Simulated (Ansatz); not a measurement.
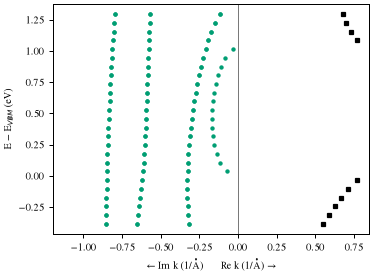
Figure: Complex bands at the centre of the two-dimensional zone; Ansatz (a quantum-chemistry and plane-wave program) with r2SCAN

No gap correction and no spin-orbit coupling; mid-gap is the computed energy nearest the middle.

Q: This is TePb (Fm-3m, rock salt, 2 atoms a cell, 33.8 Å³ an atom) along the normal of (111). Read off the slowest decay at the centre of the two-dimensional zone at 0.53 eV, the computed energy nearest the middle of the gap.

A: κ ≈ 0.17 1/Å, a decay length 1/(2κ) of the density of 3.0 Å.
